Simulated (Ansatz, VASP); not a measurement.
# CuSnF6: VASP beside Ansatz

One calculation is typed for both programs; each brings its own data sets and cutoff. How far apart do they land?

Program: Ansatz 0.2.0. Level of theory: plane waves, with VASP 6.6.1 beside it; relaxation of cell and atoms at LDA. Results are calculated unless marked as measured.

## (1) Set-up

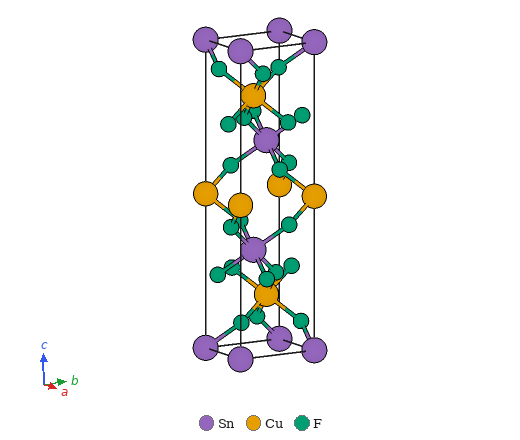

The starting structure, seen slightly off an axis (tin purple, copper orange, fluorine teal). This picture shows the conventional cell, with its axes. Bonds to atoms that aren't drawn are left out. Some periodic images of atoms are drawn too.

As a file:

```cif
data_structure
_symmetry_space_group_name_H-M 'P 1'
_symmetry_Int_Tables_number 1
_cell_length_a 5.4189
_cell_length_b 5.4189
_cell_length_c 5.4189
_cell_angle_alpha 54.276
_cell_angle_beta 54.276
_cell_angle_gamma 54.276
_cell_volume 97.49
loop_
_atom_site_label
_atom_site_type_symbol
_atom_site_fract_x
_atom_site_fract_y
_atom_site_fract_z
_atom_site_occupancy
Sn1 Sn 0.00000 0.00000 0.00000 1
Cu2 Cu 0.50000 0.50000 0.50000 1
F3 F 0.25243 0.89546 0.60261 1
F4 F 0.89546 0.60261 0.25243 1
F5 F 0.60261 0.25243 0.89546 1
F6 F 0.74757 0.10454 0.39739 1
F7 F 0.10454 0.39739 0.74757 1
F8 F 0.39739 0.74757 0.10454 1
```

## (2) Ansatz: relaxation of cell and atoms, LDA

Ansatz runs on its default PAW (the set named soft_2) files.

The relaxed volume is the usual yardstick between codes: its relative difference is about their pressure difference at one cell divided by the bulk modulus.

input.yaml reads:

```yaml
crystal:
  lattice:
    - [2.471736228, 1.4270575821, 4.6063451254]
    - [-2.4717362327, 1.4270575739, 4.6063451254]
    - [4.8e-09, -2.8541151559, 4.6063451254]
  atoms:
    - { symbol: Sn, position: [0.0, 0.0, 0.0] }
    - { symbol: Cu, position: [0.5, 0.5, 0.5] }
    - { symbol: F, position: [0.2524349579, 0.8954574568, 0.6026066921] }
    - { symbol: F, position: [0.8954574568, 0.6026066921, 0.2524349579] }
    - { symbol: F, position: [0.6026066921, 0.2524349579, 0.8954574568] }
    - { symbol: F, position: [0.7475650421, 0.1045425432, 0.3973933079] }
    - { symbol: F, position: [0.1045425432, 0.3973933079, 0.7475650421] }
    - { symbol: F, position: [0.3973933079, 0.7475650421, 0.1045425432] }
hamiltonian:
  xc: lda
  pseudopotentials: { kind: paw }
kpoints:
  mp_grid: { grid: [5, 5, 5] }
scf:
  occupations: { method: gaussian, width: 0.05 }
relax:
  f_tol: 0.01
  max_steps: 60
  cell: { stress_tol: 0.05 }
output:
  forces: true
  stress: true
```

Command:

```console
> ansatz run input.yaml --threads 4 --pin off --max-ram 9216MiB --backend cpu --events-out ev --progress --plain --runs-dir out
```

Numbers of over 12 decimals in the logs are rounded to 6 here.

What it wrote:

```text
Engine: ansatz 0.2.0, aarch64-unknown-linux-gnu
Pseudopotentials: kind: paw
Pseudopotential: Sn, paw, valence charge 14, recommended cutoff 420 eV (normal), Sn.paw.azcp
Pseudopotential: Cu, paw, valence charge 19, recommended cutoff 420 eV (normal), Cu.paw.azcp
Pseudopotential: F, paw, valence charge 7, recommended cutoff 420 eV (normal), F.paw.azcp
Functional definition: SPW92
  exchange = slater_x
  correlation = pw_c
Crystal: 8 atoms, lattice volume = 97.488 Å³
Basis set: ecut = 420 eV, 1869 PW (Γ)
Bands: 46, of which v1, the nominal top of the filled ones, is band 38 counted from 1 (37 counted from 0)
Symmetry: 6 space group operations
Space group: R-3 (ITA 148), of the structure as read, at distance tolerance 4.6e-5 Å
k-points: 23 of 125
Non-local potential: Sn, projectors of the file, l = 0: 2, l = 1: 2, l = 2: 2, l = 3: 2
Non-local potential: Cu, projectors of the file, l = 0: 3, l = 1: 2, l = 2: 3, l = 3: 1
Non-local potential: F, projectors of the file, l = 0: 2, l = 1: 2, l = 2: 1
PAW form: soft (Blöchl's): semilocal exchange-correlation on the pseudo side does not see the compensation charge
PAW frozen core: Sn, regenerated for the run's functional, and the local potential with it (the file was generated under x = pbe(κ = 0.804, μ = 0.219515), c = pbe(β = 0.066725))
PAW frozen core: Cu, regenerated for the run's functional, and the local potential with it (the file was generated under x = pbe(κ = 0.804, μ = 0.219515), c = pbe(β = 0.066725))
PAW frozen core: F, regenerated for the run's functional, and the local potential with it (the file was generated under x = pbe(κ = 0.804, μ = 0.219515), c = pbe(β = 0.066725))
PAW one-centre angular grid: Sn, 590 points (default); XC on 64 Gauss nodes
PAW one-centre angular grid: Cu, 590 points (default); XC on 64 Gauss nodes
PAW one-centre angular grid: F, 110 points (default); XC on 64 Gauss nodes
Initial density: superposition of atomic densities (neutral atoms: chi_scale 0, normalization atom), corrected by the library's trained network
Initial wavefunctions: pseudopotential atomic-orbital guess
Functional: x = slater, c = lda
SCF iter   1: F=—  HF=-17197.385289 eV  |F-HF|=—  |Δ(HF+E_count)|=         —  Δρ=2.37e-2  dr2=3.61e-1  ethr=1.77e-3  ⟨swp⟩=6.0  Hψ=4245  notcnv=0  defer=4
preconditioner: auto → LDOS  [metal: Δε(μ)=0.013 eV  Ē_g=18.286 eV  σ=0.050 eV  W_gap=0.15  n_scr=26 (ndim 8)  ℏωp=30.8 eV  f_vac=0.155  D(μ)=13.49/eV (n_scr^D=192)  β→1.0]
SCF iter   2: F=—  HF=-17197.359776 eV  |F-HF|=—  |Δ(HF+E_count)|=   2.55e-2  Δρ=2.15e-2  dr2=2.05e-1  ethr=4.82e-4  ⟨swp⟩=2.7  Hψ=2253  notcnv=0  defer=74
SCF iter   3: F=—  HF=-17197.274803 eV  |F-HF|=—  |Δ(HF+E_count)|=   8.50e-2  Δρ=4.17e-3  dr2=1.04e-2  ethr=2.73e-4  ⟨swp⟩=2.1  Hψ=1970  notcnv=0  defer=74
SCF iter   4: F=—  HF=-17197.274333 eV  |F-HF|=—  |Δ(HF+E_count)|=   4.70e-4  Δρ=3.86e-3  dr2=9.80e-3  ethr=1.38e-5  ⟨swp⟩=2.0  Hψ=2119  notcnv=0  defer=74
SCF iter   5: F=—  HF=-17197.273621 eV  |F-HF|=—  |Δ(HF+E_count)|=   7.12e-4  Δρ=3.12e-3  dr2=6.92e-3  ethr=1.31e-5  ⟨swp⟩=1.0  Hψ=984  notcnv=0  defer=74
SCF iter   6: F=—  HF=-17197.273349 eV  |F-HF|=—  |Δ(HF+E_count)|=   2.72e-4  Δρ=2.66e-3  dr2=5.56e-3  ethr=9.23e-6  ⟨swp⟩=1.0  Hψ=984  notcnv=0  defer=74
SCF iter   7: F=—  HF=-17197.272386 eV  |F-HF|=—  |Δ(HF+E_count)|=   9.63e-4  Δρ=1.24e-3  dr2=1.23e-3  ethr=7.41e-6  ⟨swp⟩=2.0  Hψ=1089  notcnv=0  defer=74
SCF iter   8: F=—  HF=-17197.272164 eV  |F-HF|=—  |Δ(HF+E_count)|=   2.22e-4  Δρ=3.70e-4  dr2=7.68e-5  ethr=1.64e-6  ⟨swp⟩=2.0  Hψ=1089  notcnv=0  defer=74
SCF iter   9: F=—  HF=-17197.272157 eV  |F-HF|=—  |Δ(HF+E_count)|=   7.36e-6  Δρ=4.62e-5  dr2=1.37e-6  ethr=1.02e-7  ⟨swp⟩=2.4  Hψ=1467  notcnv=0  defer=74
SCF iter  10: F=-17197.272157 eV  HF=-17197.272157 eV  |F-HF|=8.09e-8  |Δ(HF+E_count)|=   3.49e-7  Δρ=1.24e-5  dr2=9.62e-8  ethr=1.33e-10  ⟨swp⟩=3.9  Hψ=4539  notcnv=0
SCF 1 converged in 10 iterations: F = -17197.272157 eV  dr2 = 9.62e-8
  greatest PAW one-centre occupation: 1.000 electrons in one spin orbital (limit 2), on the Cu atom at site 1 (counted from 0), in its partial waves of l = 0
relax step   1: F+E_penalty+E_count = -17197.27215701 eV  Δ(F+E_penalty+E_count) = +0.000e0 eV  max|allowed force component| = 9.299e-2 eV/Å  Δτ_max = 0.0000 Å  P = -0.832 GPa  Ω = 97.488 Å³  (10 SCF iters, dr2 threshold 1.00e-7 eV, accepted)
[... from here on, the SCF cycles and remarks between the steps are left out ...]
relax step   2: F+E_penalty+E_count = -17197.27564034 eV  Δ(F+E_penalty+E_count) = -3.483e-3 eV  max|allowed force component| = 3.068e-2 eV/Å  Δτ_max = 0.0061 Å  P = -0.185 GPa  Ω = 97.386 Å³  energy of the carried Pulay correction = +7.157e-4 eV  (7 SCF iters, dr2 threshold 8.00e-7 eV, accepted)
relax step   3: F+E_penalty+E_count = -17197.27435872 eV  Δ(F+E_penalty+E_count) = +1.282e-3 eV  max|allowed force component| = 1.254e-2 eV/Å  Δτ_max = 0.0091 Å  P = +0.023 GPa  Ω = 97.682 Å³  energy of the carried Pulay correction = -1.358e-3 eV  (9 SCF iters, dr2 threshold 1.15e-7 eV, accepted)
relax step   4: F+E_penalty+E_count = -17197.27264308 eV  Δ(F+E_penalty+E_count) = +1.716e-3 eV  max|allowed force component| = 6.658e-3 eV/Å  Δτ_max = 0.0059 Å  P = -0.018 GPa  Ω = 97.953 Å³  energy of the carried Pulay correction = -3.252e-3 eV  (9 SCF iters, dr2 threshold 9.83e-9 eV, accepted)
relax step   5: F+E_penalty+E_count = -17197.27634545 eV  Δ(F+E_penalty+E_count) = -3.702e-3 eV  max|allowed force component| = 6.659e-3 eV/Å  Δτ_max = 0.0000 Å  P = +0.044 GPa  Ω = 97.953 Å³  stress off target by 8.23e-2 GPa  SCF on the basis re-selected at this cell (its energy is not comparable with the rows above)  (9 SCF iters)
relax step   6: F+E_penalty+E_count = -17197.27473977 eV  Δ(F+E_penalty+E_count) = +1.606e-3 eV  max|allowed force component| = 1.377e-3 eV/Å  Δτ_max = 0.0056 Å  P = +0.028 GPa  Ω = 98.207 Å³  energy of the carried Pulay correction = -1.789e-3 eV  (9 SCF iters, dr2 threshold 1.69e-8 eV, accepted)
relax step   7: F+E_penalty+E_count = -17197.27638619 eV  Δ(F+E_penalty+E_count) = -1.646e-3 eV  max|allowed force component| = 1.373e-3 eV/Å  Δτ_max = 0.0000 Å  P = +0.044 GPa  Ω = 98.207 Å³  stress off target by 6.26e-2 GPa  SCF on the basis re-selected at this cell (its energy is not comparable with the rows above)  (8 SCF iters)
relax step   8: F+E_penalty+E_count = -17197.27502936 eV  Δ(F+E_penalty+E_count) = +1.357e-3 eV  max|allowed force component| = 2.059e-3 eV/Å  Δτ_max = 0.0034 Å  P = -0.030 GPa  Ω = 98.405 Å³  energy of the carried Pulay correction = -1.393e-3 eV  (9 SCF iters, dr2 threshold 9.79e-9 eV, accepted)
relax step   9: F+E_penalty+E_count = -17197.27626804 eV  Δ(F+E_penalty+E_count) = -1.239e-3 eV  max|allowed force component| = 2.002e-3 eV/Å  Δτ_max = 0.0000 Å  P = -0.005 GPa  Ω = 98.405 Å³  stress off target by 3.02e-2 GPa  SCF on the basis re-selected at this cell (its energy is not comparable with the rows above)  (8 SCF iters)
basis re-selected at this cell: Δ(F+E_penalty+E_count) = -1.239e-3 eV, ΔP = +0.025 GPa vs the last step (what re-selecting the basis moved, of the pressure what is left beyond the Pulay correction that the steps carried, after the strain that the cell walked since its last selection, with what the two solves' SCF thresholds leave and, on support functions, any second-order correction that the steps lacked; it is no m [...]
SCF converged after 8 iterations
Free energy (F): -17197.276268 eV
Harris-Foulkes:  -17197.276268 eV  (|F-HF|=5.09e-11)
Internal energy: -17197.259488 eV  (E = F + TS)
E sigma→0 (E₀):  -17197.267878 eV
Entropy (-TS):   -0.016780 eV (-2.098 meV/atom)
Fermi energy:    4.771575 eV
--- Per-component energies (eV) ---
  E_band       = -915.126552
  E_kinetic    = 1714.369392
  E_local      = -10301.244426  (includes V_loc(G=0)·N_el)
  E_nonlocal   = 827.266505
  E_hartree    = 4440.257554
  E_xc         = -927.289112
  E_vxc        = -809.663448  (∫ρ·V_xc dr)
  E_paw        = -6725.109407  (= ΣΔE_a)
  E_vpaw       = -1226.381577  (= ΣTr[D̂ρ^β])
  E_aug_tail   = 0.012489  (compensation charges beyond the density's cutoff)
  E_ewald      = -6227.076553
  E_core_change = 1.554069  (= ΣΔE_core)
  E_smearing   = -0.016780  (= −TS)
  E_closure    = 0.000000  (closes the sum)
  Σ components = -17197.276268   (vs F -17197.276268, Δ=0.00e0)
--- Forces (eV/Å), atoms counted from 1 ---
  atom   1  Sn    -0.00000000     0.00000000     0.00000000
  atom   2  Cu     0.00000000     0.00000000     0.00000000
  atom   3  F      0.00200203     0.00048847     0.00037762
  atom   4  F     -0.00057799    -0.00197805     0.00037762
  atom   5  F     -0.00142405     0.00148958     0.00037762
  atom   6  F     -0.00200203    -0.00048847    -0.00037762
  atom   7  F      0.00057799     0.00197805    -0.00037762
  atom   8  F      0.00142405    -0.00148958    -0.00037762
  max |Σ_I F_I| component: 9.54e-18 eV/Å
--- Stress (GPa, compression-positive) ---
        0.007203      -0.000000      -0.000000
        0.000000       0.007203      -0.000000
       -0.000000      -0.000000      -0.030215
  P = ⅓ Tr σ = -0.0053 GPa (-0.053 kbar)
--- Relaxed structure (6 steps of the walk, 6 accepted, 3 SCFs on fresh bases) ---
  F+E_penalty+E_count = -17197.27626804 eV   max|allowed force component| = 2.002e-3 eV/Å   (the final SCF, on the basis selected at the relaxed cell)
  cell:  # Å, volume = 98.4053 Å³
    - [2.489490, 1.437308, 4.583605]
    - [-2.489490, 1.437308, 4.583605]
    - [4.801175852169481e-9, -2.874616, 4.583605]
  atoms:
    - { symbol: Sn, position: [0, 0, 0] }
    - { symbol: Cu, position: [0.5, 0.500000, 0.500000] }
    - { symbol: F, position: [0.252111, 0.889893, 0.608909] }
    - { symbol: F, position: [0.889893, 0.608909, 0.252111] }
    - { symbol: F, position: [0.608909, 0.252111, 0.889893] }
    - { symbol: F, position: [0.747889, 0.110107, 0.391091] }
    - { symbol: F, position: [0.110107, 0.391091, 0.747889] }
    - { symbol: F, position: [0.391091, 0.747889, 0.110107] }
```

Elapsed: 32 s, on 4 threads of Arm Neoverse N1, shared host; peak memory 0.48 GiB; 1.9 min of CPU time.

(Continued in part 2 of 2.)

[Lines on the potential files, build, host, timing and source positions are cut from VASP's logs without a mark.]

[Logs are printed without paths, hosts, clocks, repeated set-up lines and the standing remarks that a program may print on its own settings, such as how far it seeks lower states.]

[Hosts, paths, dates, database ids (printed as entryN), source tags and the programs' standing remarks are cut or masked in the printed files.]
